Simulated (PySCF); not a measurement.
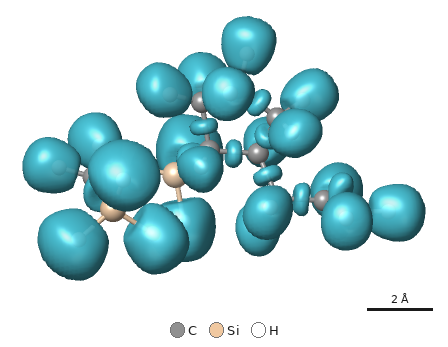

Figure. C10H20Si2. Isosurface of the electron localisation function at 0.8 (cyan), seen across its widest extent. Core shells and regions of very low density are left out.

Geometry: PBE0-D3(BJ)/def2-SVP.

All numbers below come from CAM-B3LYP/def2-SVPD, SCF density, gas phase in PySCF.

```xyz
32

C    -3.8839    2.0038    0.9584
C    -3.1238    1.5443   -0.0366
C    -1.6506    1.3012    0.0372
C    -1.2680   -0.1560   -0.2196
C    -1.8338   -1.1470    0.8250
C    -0.7273   -2.1870    1.0870
C     0.3337   -1.9318    0.0126
C     0.2487   -0.4211   -0.2231
Si    1.1612    0.1554   -1.7735
C     2.9745   -0.3636   -1.7247
C     3.8860   -0.0325   -0.7905
Si    3.6134    1.0799    0.6953
H    -3.4522    2.2538    1.9333
H    -4.9601    2.1533    0.8371
H    -3.5988    1.3069   -0.9981
H    -1.2687    1.6086    1.0264
H    -1.1427    1.9407   -0.7074
H    -1.6616   -0.4422   -1.2137
H    -2.7647   -1.6091    0.4643
H    -2.1018   -0.6106    1.7492
H    -1.0989   -3.2227    1.0756
H    -0.2821   -2.0227    2.0811
H     0.0693   -2.4677   -0.9169
H     1.3403   -2.2690    0.3032
H     0.6912    0.0946    0.6511
H     1.0503    1.6377   -1.9560
H     0.5321   -0.5037   -2.9629
H     3.3070   -1.0299   -2.5347
H     4.8993   -0.4494   -0.8942
H     4.8308    1.9150    0.9279
H     3.3672    0.2688    1.9296
H     2.4376    1.9760    0.4767
```

Question: What do the ELF domains correspond to?

Answer: The ELF exceeds this value in nine regions between bonded C–C atoms (shared pairs), three regions between bonded C–Si atoms (shared pairs) and 20 regions around hydrogen nuclei.

Values along the shortest contacts:
C–C (1.33 Å): the ELF peaks at about 0.95 between the atoms; a multiple bond. C–Si (1.88 Å): the ELF peaks at about 1 between the atoms (a shared electron pair).
